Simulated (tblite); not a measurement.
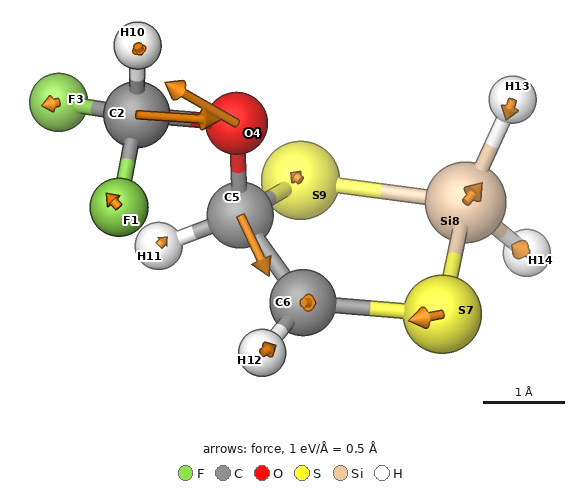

Starting geometry of C₃H₅F₂OS₂Si (multiplicity 2) with the computed forces as orange arrows. Style: ball-and-stick. Shown at a tilt.

Level of theory: GFN2-xTB geometry optimisation, gas phase in tblite 0.8.0. 

Q: Is this structure relaxed? If not, where do the atoms go?

A: It isn't relaxed: the largest force vector, on O4, is 2.44 eV/Å. The final displacements have little in common with the starting forces (cosine between the two patterns 0.12). After 107 geometry steps the energy has fallen by 32.2 kJ/mol. The atom that moves furthest after the best rigid fit is F1 (0.74 Å). Largest moves by element: F 0.74 Å, H 0.61 Å, C 0.34 Å, O 0.33 Å, S 0.33 Å, Si 0.33 Å. Among the contacts that change: C2–O4 1.416 → 1.333 Å, O4–C5 1.404 → 1.458 Å, C5–C6 1.503 → 1.453 Å, S7–Si8 2.145 → 2.187 Å. Among the angles between lasting bonds that change: O4–C5–S9 109.9° → 101.6°, C5–S9–Si8 98.4° → 90.9°, F1–C2–O4 108.6° → 113.0°.
